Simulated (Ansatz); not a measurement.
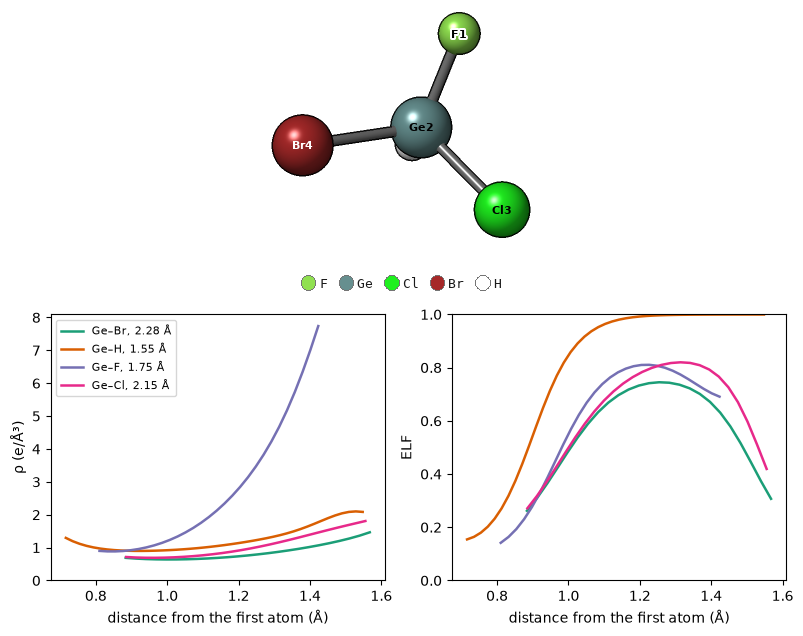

BrClFGeH (SMILES [F][GeH]([Cl])[Br]). Total electron density and electron localisation function along straight lines between neighbouring atoms. The curves leave out the atomic cores. The structure is drawn too.

Not at a stationary point (largest force 1.0 eV/Å).

Theory: Ansatz, SCF LDA, Gaussian basis.

```xyz
5

F    -0.7643   -0.3205    1.6099
Ge    0.0277    0.0815    0.1001
Cl    1.4592   -1.4631   -0.3084
Br   -1.4250    0.1839   -1.6544
H     0.7523    1.4446    0.2113
```

> Compare the contacts.

Ge–Br (2.28 Å): the density is about 0.69 e/Å³ at the midpoint; the ELF peaks at about 0.75 in the valence shell of Br, 1.0 Å from its nucleus, and is about 0.70 at the midpoint.
Ge–H (1.55 Å): ρ is about 1.1 e/Å³ halfway; the ELF climbs to about 1 towards the hydrogen.
Ge–F (1.75 Å): ρ at the midpoint is about 0.9 e/Å³; the ELF peaks at about 0.80 in the valence shell of F, 0.5 Å from its nucleus, and is about 0.25 at the midpoint.
Ge–Cl (2.15 Å): the density is about 0.74 e/Å³ at the midpoint; the ELF peaks at about 0.80 in the valence shell of Cl, 0.8 Å from its nucleus, and is about 0.65 at the midpoint.
